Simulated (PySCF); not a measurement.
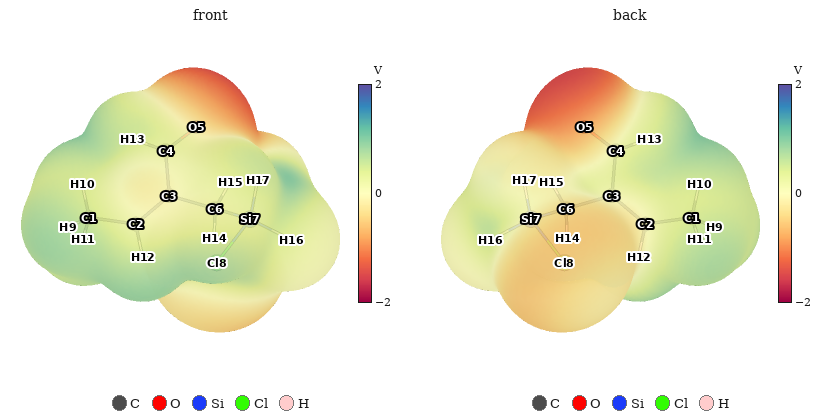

*C5H9ClOSi (SMILES C/C=C(\C=O)C[SiH2]Cl). The molecular electrostatic potential painted on the density surface at 0.001 e/bohr³, seen from the front and from behind; red is negative and blue positive.*

Geometry: GFN2-xTB.

Theory: PySCF, PBE0/pcSseg-1, SCF density, gas phase, non-relativistic.

Input

```
{"job": {"kind": "nmr", "xc": "PBE0", "basis": "pcSseg-1"}, "charge": 0, "multiplicity": 1}
C      2.117009    -1.450067     0.017562
C      1.027207    -0.630408    -0.574031
C      0.346015     0.386671    -0.024917
C      0.591661     0.894515     1.322579
O     -0.132700     1.678442     1.890984
C     -0.795868     1.045509    -0.734161
Si    -2.469607     0.436898    -0.034871
Cl    -2.420267    -1.583888    -0.118247
H      2.966100    -1.478049    -0.665382
H      2.451318    -1.086994     0.983471
H      1.764791    -2.475734     0.135896
H      0.741454    -0.938603    -1.573875
H      1.507414     0.526345     1.818024
H     -0.741214     0.842547    -1.804045
H     -0.731335     2.123608    -0.591673
H     -3.539510     0.895282    -0.920685
H     -2.689467     0.825956     1.347955
```

Launched as:

```sh
OMP_NUM_THREADS=1 python probes_run.py task.json out
```

Question: Describe the electrostatic potential map.

Answer: The most negative region (about −1.5 V) lies over O5, the most positive (about +1.0 V) over Si7, H10 and H13. O5 is the likeliest acceptor of a hydrogen bond.
